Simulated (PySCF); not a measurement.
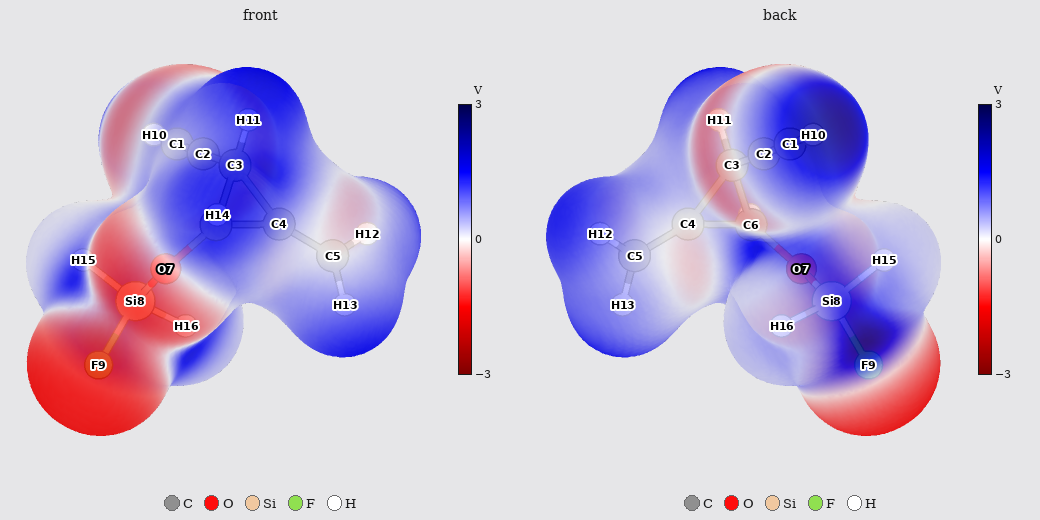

C6H7FOSi. The electrostatic potential painted on the density surface at 0.004 e/bohr³, seen from the front and from behind; red is negative and blue positive.

Geometry: GFN2-xTB.

These are results of PySCF, PBE0/pcSseg-1, SCF density, gas phase, non-relativistic, not measurements.

| atom | x (Å) | y (Å) | z (Å) |
| --- | --- | --- | --- |
| C | 1.7540 | 0.7533 | -1.8393 |
| C | 1.4314 | 0.7386 | -0.6851 |
| C | 1.0616 | 0.7097 | 0.6920 |
| C | 0.4580 | -0.5194 | 1.2531 |
| C | 0.5887 | -1.7964 | 1.5012 |
| C | -0.4090 | 0.6552 | 1.1349 |
| O | -1.4710 | 0.6957 | 0.2699 |
| Si | -1.7608 | 0.1469 | -1.2159 |
| F | -3.3619 | 0.1614 | -1.2114 |
| H | 2.0434 | 0.7801 | -2.8467 |
| H | 1.7187 | 1.2930 | 1.3305 |
| H | 1.5248 | -2.3101 | 1.3494 |
| H | -0.2330 | -2.3813 | 1.8821 |
| H | -0.6455 | 1.2170 | 2.0357 |
| H | -1.3565 | 1.0960 | -2.2360 |
| H | -1.3505 | -1.2308 | -1.4258 |

Which sites attract a positive test charge, and which a negative one?

Answer. A positive charge is drawn to the negative regions and a negative charge to the positive ones. The most negative region (about −1.4 V) lies over F9, the most positive (about +2.3 V) over Si8 and H10.

How polar is the molecule by this calculation?

Answer. Its dipole moment is 2.83 D.
